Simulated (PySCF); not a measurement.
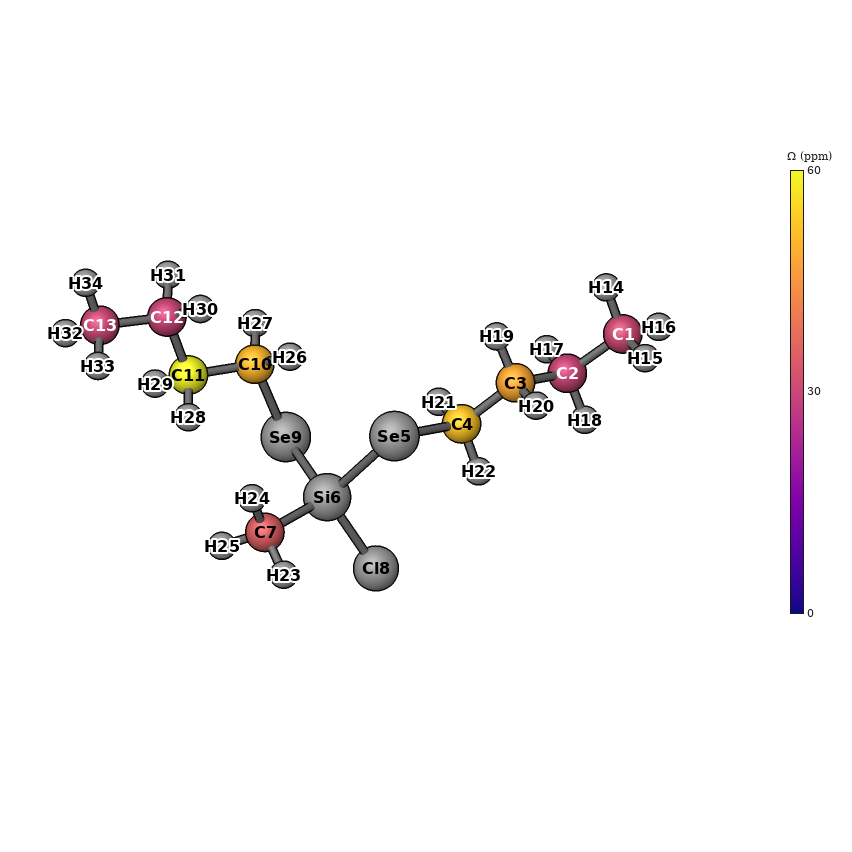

The C atoms are coloured by the span of their shielding tensor. Computed geometry: GFN2-xTB optimisation. No frequency run is at hand to confirm it as a minimum. Level of theory: GIAO KT3/pcSseg-1 NMR shielding, non-relativistic, gas phase (PySCF 2.14.0). Principal shieldings σ11 ≤ σ22 ≤ σ33, span Ω = σ33 − σ11, skew κ = 3(σiso − σ22)/Ω.

### Which C atom has the most anisotropic shielding?

C11, with a span of 59 ppm.

Give the shielding tensors of the C atoms.

| atom | σ11 | σ22 | σ33 | σiso | Ω | κ |
| --- | --- | --- | --- | --- | --- | --- |
| C1 | 154.8 | 159.2 | 186.0 | 166.7 | 31.2 | 0.72 |
| C2 | 139.8 | 151.5 | 169.8 | 153.7 | 30.0 | 0.22 |
| C3 | 125.0 | 140.9 | 173.4 | 146.4 | 48.4 | 0.34 |
| C4 | 118.9 | 156.6 | 171.5 | 149.0 | 52.5 | −0.43 |
| C7 | 154.9 | 163.1 | 190.1 | 169.4 | 35.3 | 0.54 |
| C10 | 122.2 | 141.9 | 172.7 | 145.6 | 50.4 | 0.22 |
| C11 | 114.3 | 133.6 | 173.6 | 140.5 | 59.3 | 0.35 |
| C12 | 139.7 | 151.2 | 169.9 | 153.6 | 30.1 | 0.24 |
| C13 | 155.3 | 159.4 | 186.0 | 166.9 | 30.7 | 0.74 |

Shieldings and span in ppm.

The geometry is semi-empirical. Around Se, Si such bond lengths and angles can be off by a tenth of an ångström or more and by several degrees, and values that hang on the shape move with them.
